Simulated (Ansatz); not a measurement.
## Electronic structure of CH2F3Si (SMILES [CH2+][Si](F)(F)F) (charge +1) in real space

Input file:

```
crystal:
  periodic: [false, false, false]
  atoms:
    - {symbol: C, position_ang: [-1.453149, 0.634264, 0.293235]}
    - {symbol: F, position_ang: [-2.978880, -1.807154, 1.045440]}
    - {symbol: F, position_ang: [-2.650314, 0.256629, -0.781378]}
    - {symbol: F, position_ang: [-1.153604, -2.078293, -0.892722]}
    - {symbol: Si, position_ang: [-1.919056, -1.120038, 0.099883]}
    - {symbol: H, position_ang: [-0.648321, 1.093320, -0.312879]}
    - {symbol: H, position_ang: [-1.932520, 1.284079, 1.050731]}
basis:
  gaussian:
    orbitals: def2-TZVPD
total_charge: 1
hamiltonian:
  xc: {name: PBE0}
output:
  forces: true
  orbitals: {seedname: orbitals}
```

Launched as:

```sh
ansatz run input.yaml --threads 1 --pin off --max-ram 2610MiB --events-out events.jsonl --progress --plain --runs-dir runs
```

Geometry: PBE-D3(BJ)/def2-SVP.

The calculation used Ansatz 0.2.0, isolated molecule in a Gaussian basis; Kohn-Sham density functional theory, functional PBE0.

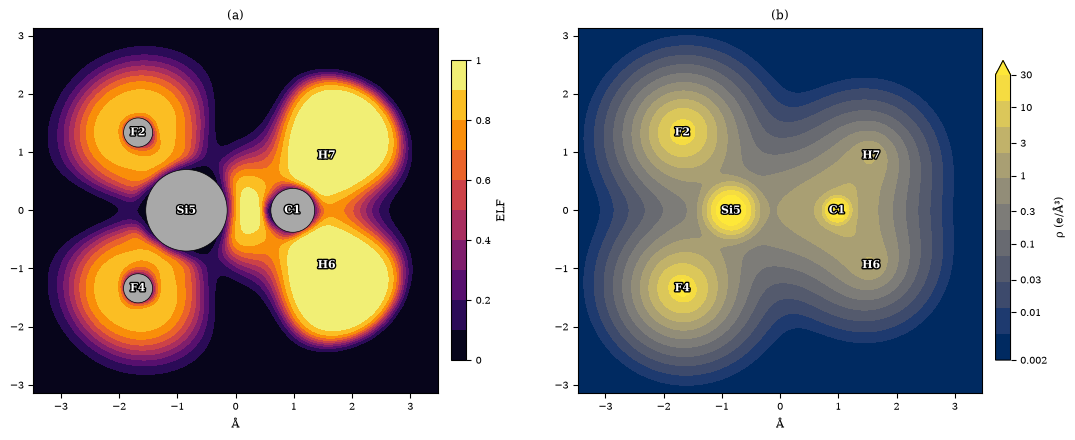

Figure 1. (a) ELF; (b) total electron density on the plane of atoms Si5, C1 and H6. Grey discs cover the atomic cores in the ELF map.

Q: Read the bonding off the picture.

A:
- The section cuts through C, F, Si and H sites.
- Si–F (1.58 Å): ρ at the midpoint is about 1.3 e/Å³; the ELF peaks at about 0.80 in the valence shell of F, 0.6 Å from its nucleus, and is about 0.50 at the midpoint.
- C–Si (1.83 Å): ρ at the midpoint is about 1 e/Å³; the ELF peaks at about 0.95 between the atoms (a covalent bond).
- C–H (1.11 Å): the density is about 2.1 e/Å³ at the midpoint; the ELF climbs to about 1 towards the hydrogen, as it does in any bond to H (an ordinary covalent bond to hydrogen).
- The ELF also peaks beside F4 and F2, away from the bonds: lone-pair regions.

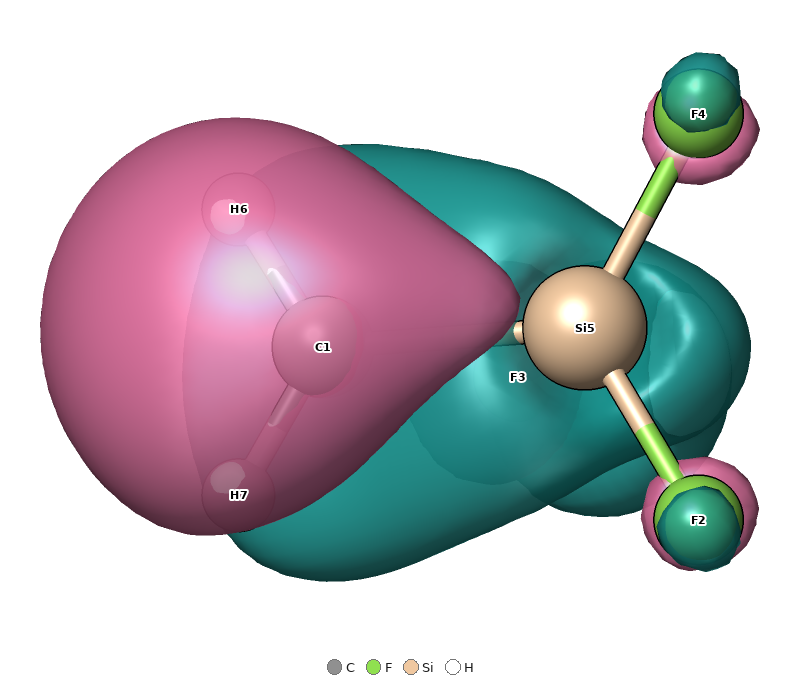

Figure 2. The LUMO at ±0.08 Å⁻³ᐟ² (teal and pink are the two phases), seen at an oblique angle.

Q: Where does this orbital lie, and at what energy?

A: By Hirshfeld shares it lies mainly on C1 (about 55 %), F3 (about 25 %) and Si5 (about 10 %). Its energy is −8.30 eV.

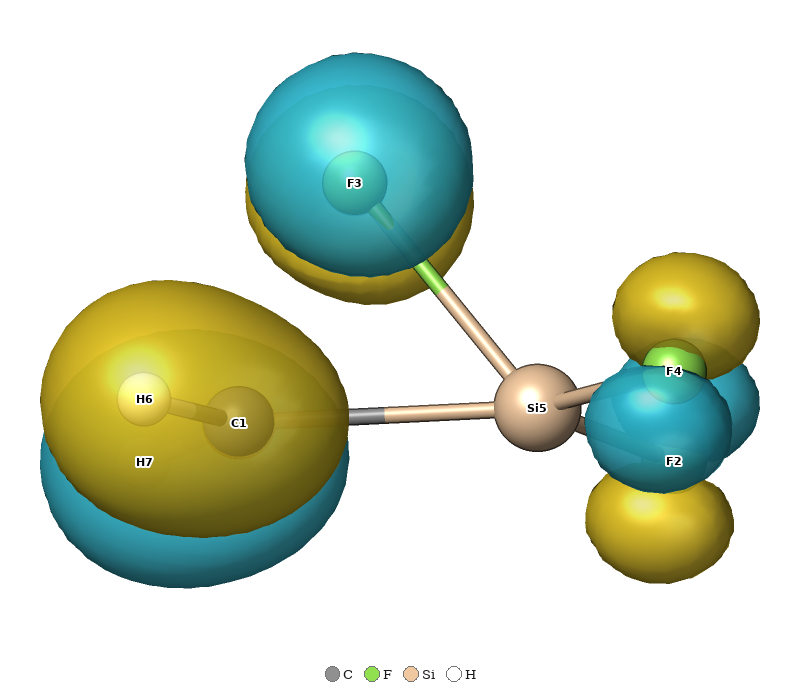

Figure 3. The HOMO−1 at ±0.15 Å⁻³ᐟ² (yellow and cyan are the two phases), seen from one side.

Q: What is the character of this orbital?

A: Its weight (Hirshfeld) is mainly on F3 (about 35 %), C1 (about 25 %), H7 (about 10 %), H6 (about 10 %), F4 (about 5 %) and F2 (about 5 %). Its energy is −18.59 eV.
